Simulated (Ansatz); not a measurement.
# Os(0001) with 2 thermally displaced layers, 2x2: scattering by thermal displacements, part 2 of 2

Aim: the resistivity of Os at 800 K from frozen thermal displacements between perfect leads.

Ansatz 0.2.0; Ansatz plane-wave DFT, PBE, PAW files; ballistic transport by layer matching (Landauer), zero bias; PAW set soft_1.

So far, open channels per spin nearest the Fermi level: step 2 (with 2 displaced layers) 4.39.

### 3. With 6 displaced layers

System of this step: Os(0001) with 6 thermally displaced layers, 2x2. The cell holds 64 atoms: 64 Os. Cell: a = 5.468 Å, b = 5.468 Å, c = 34.558 Å, α = 90.0°, β = 90.0°, γ = 120.0°. It derives from Os. Regions: lead, 40 atoms (40 Os); scattering region, 24 atoms (24 Os). The structure is stacked along c, and the current runs across the ab planes.

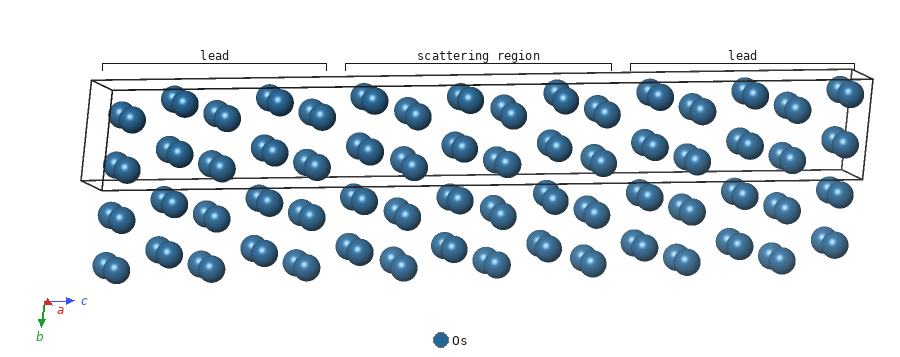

The cell of this step (osmium blue). 1×2×1 cells are drawn.

Contents of input.yaml:

```yaml
crystal:
  lattice:
    - [5.4682, 0.0, 0.0]
    - [-2.7341, 4.735600113, 0.0]
    - [0.0, 0.0, 34.5576]
  atoms:
    - { symbol: Os, position: [0.1666666667, 0.3333333333, 0.03125] }
    - { symbol: Os, position: [0.1666666667, 0.8333333333, 0.03125] }
    - { symbol: Os, position: [0.6666666667, 0.3333333333, 0.03125] }
    - { symbol: Os, position: [0.6666666667, 0.8333333333, 0.03125] }
    - { symbol: Os, position: [0.3333333333, 0.1666666667, 0.09375] }
    - { symbol: Os, position: [0.3333333333, 0.6666666667, 0.09375] }
    - { symbol: Os, position: [0.8333333333, 0.1666666667, 0.09375] }
    - { symbol: Os, position: [0.8333333333, 0.6666666667, 0.09375] }
    - { symbol: Os, position: [0.1666666667, 0.3333333333, 0.15625] }
    - { symbol: Os, position: [0.1666666667, 0.8333333333, 0.15625] }
    - { symbol: Os, position: [0.6666666667, 0.3333333333, 0.15625] }
    - { symbol: Os, position: [0.6666666667, 0.8333333333, 0.15625] }
    - { symbol: Os, position: [0.3333333333, 0.1666666667, 0.21875] }
    - { symbol: Os, position: [0.3333333333, 0.6666666667, 0.21875] }
    - { symbol: Os, position: [0.8333333333, 0.1666666667, 0.21875] }
    - { symbol: Os, position: [0.8333333333, 0.6666666667, 0.21875] }
    - { symbol: Os, position: [0.1666666667, 0.3333333333, 0.28125] }
    - { symbol: Os, position: [0.1666666667, 0.8333333333, 0.28125] }
    - { symbol: Os, position: [0.6666666667, 0.3333333333, 0.28125] }
    - { symbol: Os, position: [0.6666666667, 0.8333333333, 0.28125] }
    - { symbol: Os, position: [0.342045918, 0.1676541953, 0.3426797703] }
    - { symbol: Os, position: [0.3225444133, 0.6618586003, 0.3440669598] }
    - { symbol: Os, position: [0.823050274, 0.1644694342, 0.3435208036] }
    - { symbol: Os, position: [0.8393807935, 0.6689214997, 0.3442615411] }
    - { symbol: Os, position: [0.1600380755, 0.3319718394, 0.4073784932] }
    - { symbol: Os, position: [0.1736395613, 0.8201077947, 0.4084292171] }
    - { symbol: Os, position: [0.6830135691, 0.3415404233, 0.4066306706] }
    - { symbol: Os, position: [0.6714686341, 0.8486487465, 0.4090716932] }
    - { symbol: Os, position: [0.3566297994, 0.1804808449, 0.4692644311] }
    - { symbol: Os, position: [0.3223179291, 0.6666198793, 0.4696949626] }
    - { symbol: Os, position: [0.8236884077, 0.1708171274, 0.4693687672] }
    - { symbol: Os, position: [0.8334460618, 0.654228396, 0.4677975125] }
    - { symbol: Os, position: [0.1565524927, 0.3210454421, 0.5337537325] }
    - { symbol: Os, position: [0.1638831826, 0.8367889124, 0.5308777978] }
    - { symbol: Os, position: [0.6880061362, 0.3472027347, 0.5321616792] }
    - { symbol: Os, position: [0.6468947167, 0.8338798587, 0.5322341319] }
    - { symbol: Os, position: [0.3392209937, 0.1601760168, 0.5963726936] }
    - { symbol: Os, position: [0.317847015, 0.6597178112, 0.5950959574] }
    - { symbol: Os, position: [0.8442963963, 0.1877002982, 0.5940213639] }
    - { symbol: Os, position: [0.8255901896, 0.6627006454, 0.5921793501] }
    - { symbol: Os, position: [0.1583546777, 0.339955333, 0.6570865589] }
    - { symbol: Os, position: [0.1744799159, 0.8254067657, 0.6586813852] }
    - { symbol: Os, position: [0.6723213047, 0.3498713109, 0.6556270266] }
    - { symbol: Os, position: [0.6612879181, 0.8359571412, 0.6577347248] }
    - { symbol: Os, position: [0.3333333333, 0.1666666667, 0.71875] }
    - { symbol: Os, position: [0.3333333333, 0.6666666667, 0.71875] }
    - { symbol: Os, position: [0.8333333333, 0.1666666667, 0.71875] }
    - { symbol: Os, position: [0.8333333333, 0.6666666667, 0.71875] }
    - { symbol: Os, position: [0.1666666667, 0.3333333333, 0.78125] }
    - { symbol: Os, position: [0.1666666667, 0.8333333333, 0.78125] }
    - { symbol: Os, position: [0.6666666667, 0.3333333333, 0.78125] }
    - { symbol: Os, position: [0.6666666667, 0.8333333333, 0.78125] }
    - { symbol: Os, position: [0.3333333333, 0.1666666667, 0.84375] }
    - { symbol: Os, position: [0.3333333333, 0.6666666667, 0.84375] }
    - { symbol: Os, position: [0.8333333333, 0.1666666667, 0.84375] }
    - { symbol: Os, position: [0.8333333333, 0.6666666667, 0.84375] }
    - { symbol: Os, position: [0.1666666667, 0.3333333333, 0.90625] }
    - { symbol: Os, position: [0.1666666667, 0.8333333333, 0.90625] }
    - { symbol: Os, position: [0.6666666667, 0.3333333333, 0.90625] }
    - { symbol: Os, position: [0.6666666667, 0.8333333333, 0.90625] }
    - { symbol: Os, position: [0.3333333333, 0.1666666667, 0.96875] }
    - { symbol: Os, position: [0.3333333333, 0.6666666667, 0.96875] }
    - { symbol: Os, position: [0.8333333333, 0.1666666667, 0.96875] }
    - { symbol: Os, position: [0.8333333333, 0.6666666667, 0.96875] }
kpoints:
  mp_grid: { grid: [5, 5, 1] }
hamiltonian:
  xc: pbe
  pseudopotentials: { kind: paw, azcp: { folder: soft_1 } }
scf:
  occupations: { method: fermi_dirac, width: 0.1 }
output:
  transmission:
    leads: [[0, 8]]
    kmesh: [10, 10]
    e_range: [-0.05, 0.05]
    de: 0.05
  write_potential: true
  write_density: true
  volumetric_format: npy
```

The run is started by

```bash
ansatz run input.yaml --threads 4 --pin off --max-ram 15360MiB --backend cpu --events-out ev --progress --plain --runs-dir out
```

Numbers of over 12 decimals in the logs are rounded to 6 here.

Log:

```text
[...]
Crystal: 64 atoms, lattice volume = 894.876 Å³
Basis set: ecut = 420 eV, 17377 PW (Γ)
Bands: 615, of which v1, the nominal top of the filled ones, is band 512 counted from 1 (511 counted from 0)
Symmetry: 1 space group operations
[...]
k-points: 13 of 25 (time reversal used)
[...]
SCF iter   1: F=—  HF=-728706.776782 eV  |F-HF|=—  |Δ(HF+E_count)|=         —  Δρ=6.04e-2  dr2=2.82e1  ethr=3.10e-3  ⟨swp⟩=5.4  Hψ=26355  notcnv=0  defer=57
[...]
SCF iter   8: F=-728697.085802 eV  HF=-728697.085802 eV  |F-HF|=2.93e-8  |Δ(HF+E_count)|=   7.92e-9  Δρ=1.35e-6  dr2=3.88e-8  ethr=9.77e-12  ⟨swp⟩=8.2  Hψ=17149  notcnv=0
SCF 1 converged in 8 iterations: F = -728697.085802 eV  dr2 = 3.88e-8
[...]
transmission: 339 of 3380 steps passed
transmission: 676 of 3380 steps passed
[...]
transmission: 3380 of 3380 steps passed
SCF converged after 8 iterations
Free energy (F): -728697.085802 eV
[...]
Internal energy: -728695.578578 eV  (E = F + TS)
E sigma→0 (E₀):  -728696.332190 eV
Entropy (-TS):   -1.507224 eV (-23.550 meV/atom)
Fermi energy:    26.083759 eV
[...]
--- Band table (eV; the first three rows and the last of 13) ---
  k-point 0: bands = [... 508 lower, 26.7751, 26.7769, 26.7884, 26.9110, 26.9287, 26.9604, 26.9907, 27.1120, ... 99 higher]
  k-point 1: bands = [... 508 lower, 26.1313, 26.2333, 26.2604, 26.7912, 26.8126, 26.8236, 26.8518, 26.8615, ... 99 higher]
  k-point 2: bands = [... 508 lower, 25.7704, 25.8587, 25.9086, 25.9220, 25.9751, 26.0298, 26.0732, 26.0926, ... 99 higher]
  k-point 12: bands = [... 508 lower, 25.9910, 26.0140, 26.0345, 26.0769, 26.0871, 26.1792, 26.2002, 26.2257, ... 99 higher]
--- Transmission ---
  basis      : 223 plane waves across, 65 finite elements along
  points     : 52, standing for a mesh of 10 x 10
[...]
channels       : 4.550000e0 a spin
[...]
junction   : crystal 0 to crystal 0, 0.70 to 30.94 Å
    transmission   : 3.864366e0 a spin
[...]
```

Elapsed: 14 min, on 4 threads of Intel Xeon Platinum 8375C at 2.90GHz (Ice Lake), shared host; peak memory 10 GiB.

This step gave:

```yaml
free_energy: -728697.0858 eV
energy_at_zero_smearing: -728696.3322 eV
fermi_energy: 26.08 eV
transmission_per_spin_nearest_the_fermi_level: 3.864
open_channels_per_spin_nearest_the_fermi_level: 4.55
step_of_the_lead_s_potential: 4.9 meV
```

Per spin. The transmission, zone mean by energy, zero at the Fermi level:

```
energy (eV)  transmission, zone mean
    -0.0500                     3.80
     0.0000                     3.86
     0.0500                     3.87
```

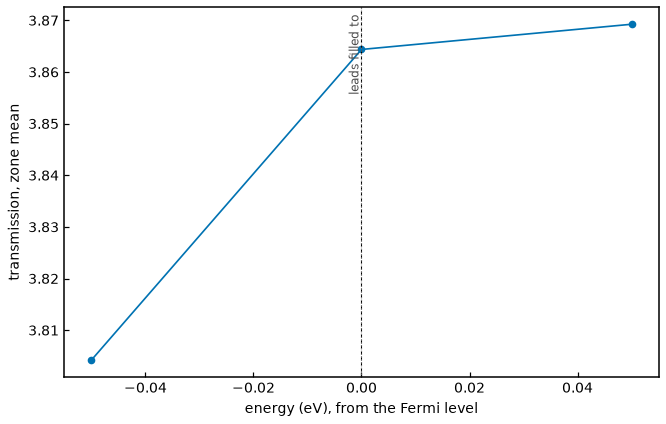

Transmission, zone mean against energy.

Over the solved energies the transmission per spin lies between 3.80 and 3.87, out of 4.52 channels of the lead on average (up to 4.55).

### 4. With 10 displaced layers

System of this step: Os(0001) with 10 thermally displaced layers, 2x2. The cell holds 80 atoms: 80 Os. Cell: a = 5.468 Å, b = 5.468 Å, c = 43.197 Å, α = 90.0°, β = 90.0°, γ = 120.0°. It derives from Os. Regions: lead, 40 atoms (40 Os); scattering region, 40 atoms (40 Os). The structure is stacked along c, and the current runs across the ab planes.

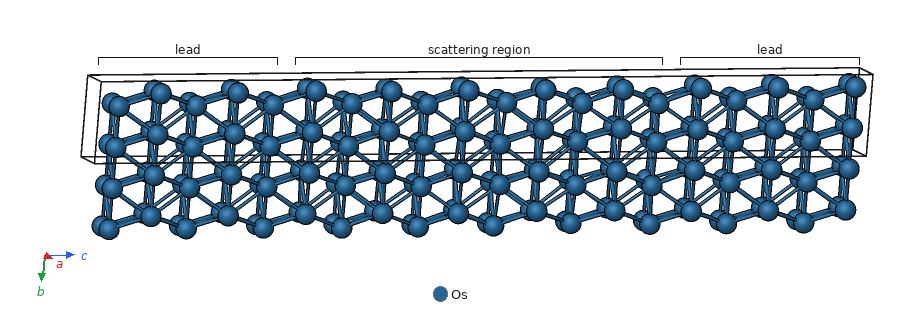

The cell of this step (osmium blue). 1×2×1 cells are drawn.

Contents of input.yaml:

```yaml
crystal:
  lattice:
    - [5.4682, 0.0, 0.0]
    - [-2.7341, 4.735600113, 0.0]
    - [0.0, 0.0, 43.197]
  atoms:
    - { symbol: Os, position: [0.1666666667, 0.3333333333, 0.025] }
    - { symbol: Os, position: [0.1666666667, 0.8333333333, 0.025] }
    - { symbol: Os, position: [0.6666666667, 0.3333333333, 0.025] }
    - { symbol: Os, position: [0.6666666667, 0.8333333333, 0.025] }
    - { symbol: Os, position: [0.3333333333, 0.1666666667, 0.075] }
    - { symbol: Os, position: [0.3333333333, 0.6666666667, 0.075] }
    - { symbol: Os, position: [0.8333333333, 0.1666666667, 0.075] }
    - { symbol: Os, position: [0.8333333333, 0.6666666667, 0.075] }
    - { symbol: Os, position: [0.1666666667, 0.3333333333, 0.125] }
    - { symbol: Os, position: [0.1666666667, 0.8333333333, 0.125] }
    - { symbol: Os, position: [0.6666666667, 0.3333333333, 0.125] }
    - { symbol: Os, position: [0.6666666667, 0.8333333333, 0.125] }
    - { symbol: Os, position: [0.3333333333, 0.1666666667, 0.175] }
    - { symbol: Os, position: [0.3333333333, 0.6666666667, 0.175] }
    - { symbol: Os, position: [0.8333333333, 0.1666666667, 0.175] }
    - { symbol: Os, position: [0.8333333333, 0.6666666667, 0.175] }
    - { symbol: Os, position: [0.1666666667, 0.3333333333, 0.225] }
    - { symbol: Os, position: [0.1666666667, 0.8333333333, 0.225] }
    - { symbol: Os, position: [0.6666666667, 0.3333333333, 0.225] }
    - { symbol: Os, position: [0.6666666667, 0.8333333333, 0.225] }
    - { symbol: Os, position: [0.3317227585, 0.1605161257, 0.2734555054] }
    - { symbol: Os, position: [0.3232239313, 0.6719469728, 0.2761397137] }
    - { symbol: Os, position: [0.8261960558, 0.15538127, 0.2760053602] }
    - { symbol: Os, position: [0.8179405348, 0.6591764214, 0.2757151392] }
    - { symbol: Os, position: [0.148226513, 0.337391856, 0.3243302058] }
    - { symbol: Os, position: [0.1672631844, 0.8325381456, 0.3252327468] }
    - { symbol: Os, position: [0.6689984594, 0.3253672282, 0.3266363457] }
    - { symbol: Os, position: [0.6777032926, 0.8421961118, 0.3263414105] }
    - { symbol: Os, position: [0.3449311882, 0.1755330798, 0.3750870506] }
    - { symbol: Os, position: [0.3196447735, 0.6652481192, 0.3741138579] }
    - { symbol: Os, position: [0.8217481532, 0.1693815193, 0.3743452813] }
    - { symbol: Os, position: [0.8184872851, 0.655710723, 0.3753090983] }
    - { symbol: Os, position: [0.1768751981, 0.3472247567, 0.4249839764] }
    - { symbol: Os, position: [0.1835090976, 0.8480630731, 0.4263244844] }
    - { symbol: Os, position: [0.6516028226, 0.3462397338, 0.4253910927] }
    - { symbol: Os, position: [0.6724714249, 0.8372327988, 0.4254407677] }
    - { symbol: Os, position: [0.3343539701, 0.1628965517, 0.4728101534] }
    - { symbol: Os, position: [0.3281212418, 0.6582240667, 0.4762438727] }
    - { symbol: Os, position: [0.8311448627, 0.1675435126, 0.474021628] }
    - { symbol: Os, position: [0.8286276547, 0.6665455205, 0.4732895018] }
    - { symbol: Os, position: [0.1688448785, 0.3322191239, 0.5236345728] }
    - { symbol: Os, position: [0.1475446832, 0.838722561, 0.5246573142] }
    - { symbol: Os, position: [0.6606048946, 0.3308527062, 0.5270917805] }
    - { symbol: Os, position: [0.6666685651, 0.8342432037, 0.5232875468] }
    - { symbol: Os, position: [0.3531378509, 0.1763041895, 0.5762286392] }
    - { symbol: Os, position: [0.338581395, 0.6762954374, 0.5754271674] }
    - { symbol: Os, position: [0.8381121455, 0.1650679938, 0.57330273] }
    - { symbol: Os, position: [0.8325301173, 0.6463413676, 0.5747236986] }
    - { symbol: Os, position: [0.1593289048, 0.3223788701, 0.6257060479] }
    - { symbol: Os, position: [0.162549791, 0.8287443594, 0.6255986288] }
    - { symbol: Os, position: [0.6696263486, 0.3479235257, 0.6254047215] }
    - { symbol: Os, position: [0.6521401623, 0.8129102887, 0.6234940441] }
    - { symbol: Os, position: [0.3429543965, 0.166135109, 0.6746739646] }
    - { symbol: Os, position: [0.3415452723, 0.6531933988, 0.6743255801] }
    - { symbol: Os, position: [0.8321137449, 0.1728256998, 0.6742358996] }
    - { symbol: Os, position: [0.8193226587, 0.6498057767, 0.6758398894] }
    - { symbol: Os, position: [0.1714980836, 0.3283293531, 0.7251880957] }
    - { symbol: Os, position: [0.1524295118, 0.8283772902, 0.7265867928] }
    - { symbol: Os, position: [0.6800357193, 0.3576019681, 0.7240935005] }
    - { symbol: Os, position: [0.6709186623, 0.8312796913, 0.725651573] }
    - { symbol: Os, position: [0.3333333333, 0.1666666667, 0.775] }
    - { symbol: Os, position: [0.3333333333, 0.6666666667, 0.775] }
    - { symbol: Os, position: [0.8333333333, 0.1666666667, 0.775] }
    - { symbol: Os, position: [0.8333333333, 0.6666666667, 0.775] }
    - { symbol: Os, position: [0.1666666667, 0.3333333333, 0.825] }
    - { symbol: Os, position: [0.1666666667, 0.8333333333, 0.825] }
    - { symbol: Os, position: [0.6666666667, 0.3333333333, 0.825] }
    - { symbol: Os, position: [0.6666666667, 0.8333333333, 0.825] }
    - { symbol: Os, position: [0.3333333333, 0.1666666667, 0.875] }
    - { symbol: Os, position: [0.3333333333, 0.6666666667, 0.875] }
    - { symbol: Os, position: [0.8333333333, 0.1666666667, 0.875] }
    - { symbol: Os, position: [0.8333333333, 0.6666666667, 0.875] }
    - { symbol: Os, position: [0.1666666667, 0.3333333333, 0.925] }
    - { symbol: Os, position: [0.1666666667, 0.8333333333, 0.925] }
    - { symbol: Os, position: [0.6666666667, 0.3333333333, 0.925] }
    - { symbol: Os, position: [0.6666666667, 0.8333333333, 0.925] }
    - { symbol: Os, position: [0.3333333333, 0.1666666667, 0.975] }
    - { symbol: Os, position: [0.3333333333, 0.6666666667, 0.975] }
    - { symbol: Os, position: [0.8333333333, 0.1666666667, 0.975] }
    - { symbol: Os, position: [0.8333333333, 0.6666666667, 0.975] }
kpoints:
  mp_grid: { grid: [5, 5, 1] }
hamiltonian:
  xc: pbe
  pseudopotentials: { kind: paw, azcp: { folder: soft_1 } }
scf:
  occupations: { method: fermi_dirac, width: 0.1 }
output:
  transmission:
    leads: [[0, 8]]
    kmesh: [10, 10]
    e_range: [-0.05, 0.05]
    de: 0.05
  write_potential: true
  write_density: true
  volumetric_format: npy
```

Log:

```text
[...]
Crystal: 80 atoms, lattice volume = 1118.595 Å³
Basis set: ecut = 420 eV, 21739 PW (Γ)
Bands: 768, of which v1, the nominal top of the filled ones, is band 640 counted from 1 (639 counted from 0)
Symmetry: 1 space group operations
[...]
k-points: 13 of 25 (time reversal used)
[...]
SCF iter   1: F=—  HF=-910882.683190 eV  |F-HF|=—  |Δ(HF+E_count)|=         —  Δρ=6.04e-2  dr2=3.55e1  ethr=3.10e-3  ⟨swp⟩=5.2  Hψ=32705  notcnv=0  defer=67
[...]
SCF iter   8: F=-910870.573945 eV  HF=-910870.573945 eV  |F-HF|=5.19e-8  |Δ(HF+E_count)|=   1.40e-8  Δρ=1.76e-6  dr2=7.06e-8  ethr=7.81e-12  ⟨swp⟩=7.2  Hψ=25509  notcnv=0
SCF 1 converged in 8 iterations: F = -910870.573945 eV  dr2 = 7.06e-8
[...]
transmission: 437 of 4368 steps passed
transmission: 875 of 4368 steps passed
[...]
transmission: 4368 of 4368 steps passed
SCF converged after 8 iterations
Free energy (F): -910870.573945 eV
[...]
Internal energy: -910868.843274 eV  (E = F + TS)
E sigma→0 (E₀):  -910869.708609 eV
Entropy (-TS):   -1.730670 eV (-21.633 meV/atom)
Fermi energy:    26.078339 eV
[...]
--- Band table (eV; the first three rows and the last of 13) ---
  k-point 0: bands = [... 636 lower, 26.6995, 26.7074, 26.7247, 26.7439, 26.7545, 26.8104, 26.8331, 26.9136, ... 124 higher]
  k-point 1: bands = [... 636 lower, 26.4029, 26.4150, 26.4347, 26.4623, 26.4828, 26.5018, 26.5374, 26.8500, ... 124 higher]
  k-point 2: bands = [... 636 lower, 25.8836, 25.9079, 25.9130, 25.9208, 25.9286, 25.9536, 25.9951, 26.0169, ... 124 higher]
  k-point 12: bands = [... 636 lower, 25.9247, 26.0384, 26.0872, 26.1066, 26.1156, 26.1270, 26.1461, 26.1739, ... 124 higher]
--- Transmission ---
  basis      : 223 plane waves across, 84 finite elements along
  points     : 52, standing for a mesh of 10 x 10
[...]
channels       : 4.550000e0 a spin
[...]
junction   : crystal 0 to crystal 0, 0.70 to 39.58 Å
    transmission   : 3.373583e0 a spin
[...]
```

Elapsed: 21 min, on 4 threads; peak memory 8.7 GiB.

This step gave:

- free energy: -910870.5739 eV
- energy at zero smearing: -910869.7086 eV
- transmission per spin nearest the Fermi level: 3.374
- step of the lead's potential: 7.2 meV

Per spin. Transmission, zone mean against energy, zero at the Fermi level:

| energy (eV) | transmission, zone mean |
| --- | --- |
| -0.0500 | 3.35 |
| 0.0000 | 3.37 |
| 0.0500 | 3.35 |

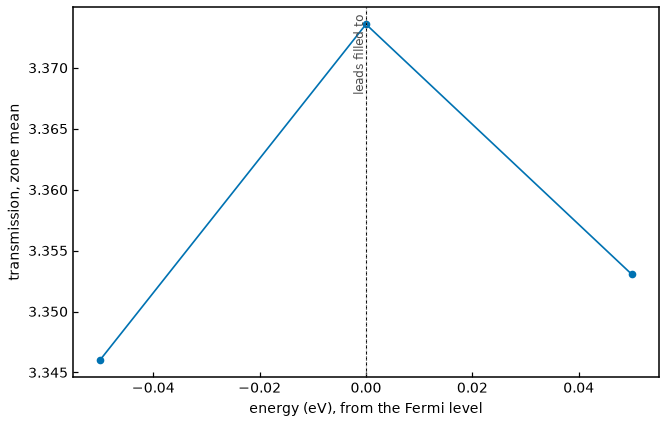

Transmission, zone mean against energy.

Over the solved energies the transmission per spin lies between 3.35 and 3.37, out of 4.53 channels of the lead on average (up to 4.55).

### 5. Resistance against length

This step: Ansatz plane-wave DFT, PBE, PAW files; ballistic transport by layer matching (Landauer), zero bias; resistivity from the slope of the area resistance; PAW set soft_1 (Ansatz 0.2.0).

This step gave:

* resistivity: 12.18 µΩ cm
* intercept: -0.01270 fΩ m²
* scatter about the fit: 0.01101 fΩ m²

Resistance, by row:

| run | length (Å) | T | channels N | RA (fΩ m²) |
| --- | --- | --- | --- | --- |
| n2 | 4.32 | 4.281 | 4.56 | 0.04771 |
| n6 | 12.96 | 3.846 | 4.52 | 0.1296 |
| n10 | 21.6 | 3.358 | 4.533 | 0.2582 |

The area resistance by length of the displaced region:

```
length of the displaced region (Å)  area resistance (fΩ m²)
                              4.32                   0.0477
                             12.96                    0.130
                             21.60                    0.258
```

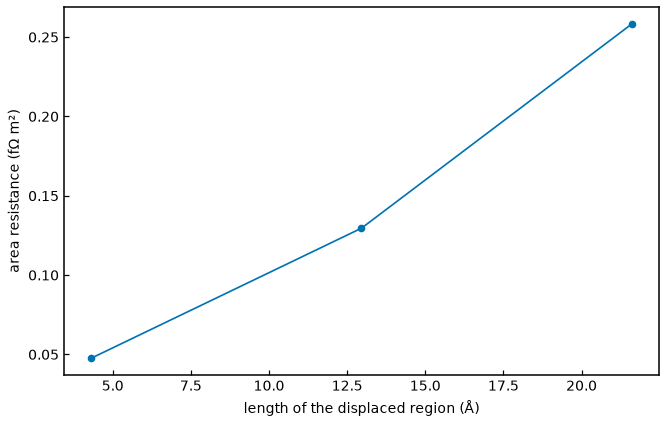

Area resistance against length of the displaced region.

The area resistance goes from 0.048 to 0.26 fΩ m² between 4.3 and 21.6 Å, a slope of 12 µΩ cm.

By hand from the end points: (0.2582 − 0.04771) fΩ m² / (21.60 − 4.32) Å = 12 µΩ cm, since 1 fΩ m² per Å is 1000 µΩ cm.

### 6. Results

* resistivity from the slope: 12.2 µΩ cm
* area resistance over 4.32 Å: 0.0477 fΩ m²
* area resistance over 13.0 Å: 0.130 fΩ m²
* area resistance over 21.6 Å: 0.258 fΩ m²

**Reading.** The slope gives 12 µΩ cm. The points scatter by 0.011 fΩ m² about the line, with one random draw a length in a 2x2 cell, so the slope is a rough value. The mean square of the displacements drawn is 0.73, 0.99 and 0.93 of the nominal one at the three lengths; with each resistance scaled back by that, the slope is 12 µΩ cm, the value used below. Read with a model of isotropic scattering on a spherical Fermi surface and the lead's 1.4×10¹⁵ S/m², this slope means a mean free path near 49 Å; over these lengths the model's slope is 1.10 times its bulk resistivity, which would be 11 µΩ cm. Uncorrelated displacements put too much weight on short waves, which scatter strongly; with the sideways repeat of a small cell, one draw and three short lengths, the method is good to a factor of two or three. Spin-orbit coupling is left out, which matters for Os.

[Logs are printed without paths, hosts, clocks, repeated set-up lines and the standing remarks that a program may print on its own settings, such as how far it seeks lower states.]

[Hosts, paths, dates, database ids (printed as entryN), source tags and the programs' standing remarks are cut or masked in the printed files.]
